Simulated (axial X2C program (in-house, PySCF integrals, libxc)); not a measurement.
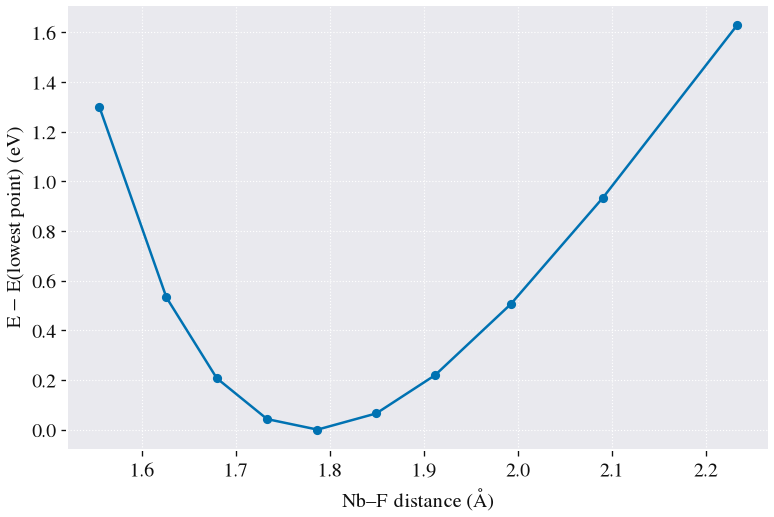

**Figure 1.** Energy at 10 bond lengths, for one set of occupations held fixed; the line joins the points. A polynomial of degree 6 through 9 points gives rₑ = 1.782 Å, ωₑ = 750.4 cm⁻¹, ωₑxₑ = 3.2 cm⁻¹ and Bₑ = 0.3364 cm⁻¹. The minimum lies 5.26 eV below Nb⁺ + F, each computed as one determinant at the same level.

## Relativistic diatomic calculation for NbF⁺

- system: NbF⁺, single determinant with M_S = 3/2 and |Λ| = 0.
- method: PBE0, spin-free X2C-1e, Nb dyall-cv3z, F dyall-av3z (cores contracted) (axial X2C program (in-house, PySCF integrals, libxc))

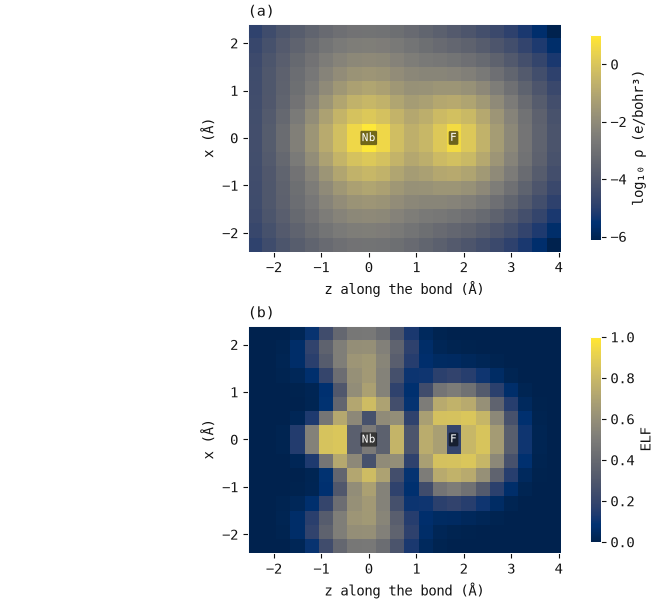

**Figure 2.** (a) electron density on a logarithmic scale; (b) electron localisation function, in a plane that holds the axis, at 1.79 Å, on points 0.3 Å apart (one half computed, the other mirrored); the structure near the nuclei is finer than these points.

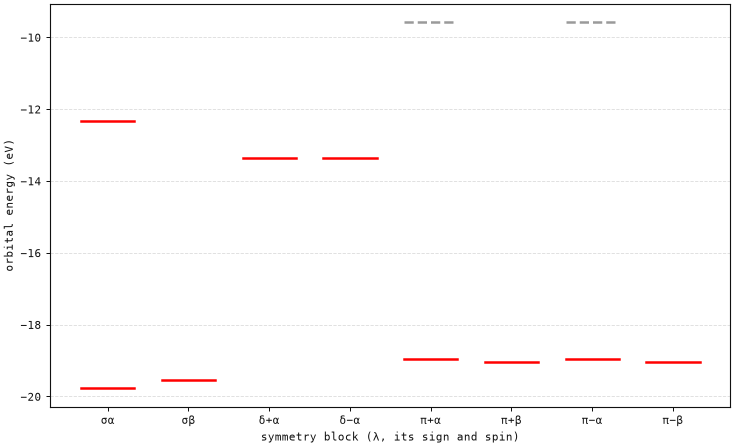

**Figure 3.** Orbital energies near the frontier at 1.79 Å, filled (solid) and empty (dashed); a label such as π−α means λ = −1 and α spin. The highest filled orbital (σα; 42 % Nb s, 40 % Nb d) lies at −12.33 eV, the lowest empty one (π+α; 81 % Nb d, 8 % F p) at −9.57 eV.

Input and output of the run follow.

**Input**
```
{"zs": [41, 9], "q": 1, "bas": ["dyall-cv3z", "dyall-av3z"], "levels": ["PBE0", "HF", "LDA"], "cc": true, "r0": 2.11, "thr": -1.0, "nmax": 90, "npts": 10, "nst": 2, "ntry": 6}
```

The line is the task of a batch: nuclear charges, charge, bases, the levels to run, a first guess of the distance and further settings. This report covers PBE0 without spin-orbit coupling. The log is that of the reference distance 1.787 Å.

Launched within a batch (the task file carries these settings):
```bash
python <driver script> task.json out
```

**The program's output**
```
spin-free X2C-1e  PBE0
basis functions 208  fitting functions 976  grid points 5074
iter        total energy     max residual
   1      -3908.293913606     3.73e+01
   2      -3911.265465828     3.47e+01
   3      -3913.549405528     3.03e+01
   4      -3914.992141740     2.57e+01
   5      -3916.956805536     1.55e+01
   6      -3917.893066687     5.33e+00
   7      -3918.305735079     1.77e+00
   8      -3918.662645290     1.92e+00
   9      -3918.738700905     1.41e+00
  10      -3918.775024046     4.35e-01
  11      -3918.782494004     3.81e-01
  12      -3918.785144731     1.44e-01
  13      -3918.785847386     1.17e-01
  14      -3918.786099962     6.08e-02
  15      -3918.786295732     3.45e-02
  16      -3918.786454644     3.16e-02
  17      -3918.786514555     2.55e-02
  18      -3918.786561651     3.69e-02
  19      -3918.786591518     8.67e-03
  20      -3918.786601638     6.97e-03
  21      -3918.786604035     2.30e-03
  22      -3918.786604594     3.33e-03
  23      -3918.786604802     1.28e-03
  24      -3918.786604888     1.25e-03
  25      -3918.786604904     6.57e-04
  26      -3918.786604911     1.82e-04
  27      -3918.786604912     1.17e-04
  28      -3918.786604912     5.44e-05
  29      -3918.786604912     3.39e-05
  30      -3918.786604912     2.14e-05
  31      -3918.786604912     1.37e-05
converged
one-electron -5613.19945715  Coulomb 1714.92039505  exact exchange -31.90898494  xc functional -97.86906198  nuclear repulsion 109.27050410
```

**The points of the curve**

```csv
R (Å),E (hartree),"dipole (D; origin at the first atom, positive when the second is positive)",highest filled (eV),lowest empty (eV)
1.555,−3918.738784,−1.40,−11.82,−8.86
1.626,−3918.767043,−1.94,−11.98,−9.14
1.680,−3918.778998,−2.33,−12.10,−9.31
1.733,−3918.785049,−2.70,−12.22,−9.45
1.787,−3918.786605,−3.06,−12.33,−9.57
1.849,−3918.784212,−3.46,−12.47,−9.69
1.912,−3918.778550,−3.83,−12.61,−9.79
1.992,−3918.768063,−4.26,−12.78,−9.92
2.091,−3918.752280,−4.74,−13.00,−10.06
2.234,−3918.726729,−5.34,−13.28,−10.28
```

**Results in brief**

```tsv
quantity	value
outcome	converged
bond length rₑ	1.782 Å
ωₑ	750.4 cm⁻¹
energy at the minimum	−3918.78662 hartree
depth below the fragments	5.26 eV
largest ⟨S²⟩ along the curve	3.77
hardware	1 thread of Arm Neoverse V1, 24 GiB of memory available, shared host
wall time	15 s
peak memory	0.72 GiB
```
